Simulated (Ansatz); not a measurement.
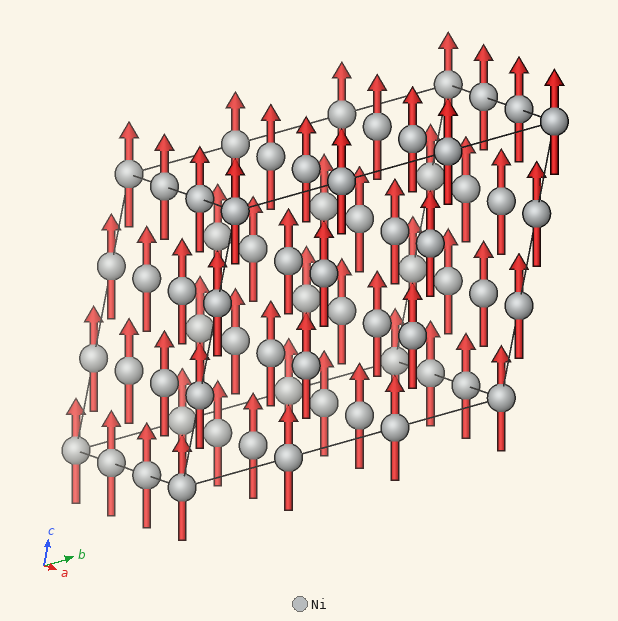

Shown here is a spheres-only view of the crystal, taken slightly off an axis. Lines trace the edges of the simulation cell. Arrows are the site magnetic moments above 0.25 μB; longer means larger, and red and blue are up and down (without spin-orbit coupling the axis itself is arbitrary).

This is the state reached for Ni. Electronic-structure method: Ansatz, DFT PBE, scalar-relativistic, plane waves, PAW. Parameters: a 420 eV plane-wave basis, k-point mesh 4×4×4, Gaussian smearing of 0.1 eV, collinear spins.

Q: What do the arrows say about the order?

A: Ferromagnetic (within this cell). Site moments: 27 Ni +0.7 μB. The net spin moment of the whole cell is 18.7 μB, including what lies between the atoms and on sites without an arrow.

The structure comes from a structure listed in the Materials Project. Earlier steps of the study may have refined or changed the cell and positions. A calculation with Ansatz used it as input.
